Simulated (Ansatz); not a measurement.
Consider GaAs in the zinc blende structure (space group F-43m, No. 216; a = 5.6028 Å). Axes: x, y, z lie along the cube axes.

The change: compressive biaxial strain of 1.25 % in the plane normal to [111], as in epitaxy on a mismatched substrate; the out-of-plane cell vector and the atoms relax.

Level of theory: DFT with LDA, PAW potentials and a 420 eV plane-wave cutoff in Ansatz (a first-principles code), without spin-orbit coupling.

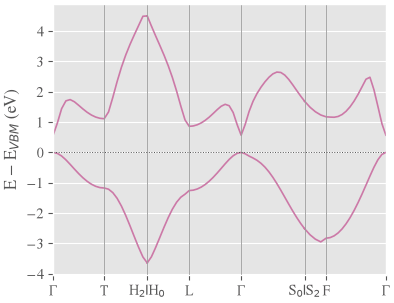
Highest valence and lowest conduction band along the path of the changed cell's own zone

### Question
From the figure, how large is the changed gap, and is it direct?

### Answer
About 0.6 eV, direct at Γ.

No phonon test of stability was made. k-point labels follow each cell's own Brillouin zone.
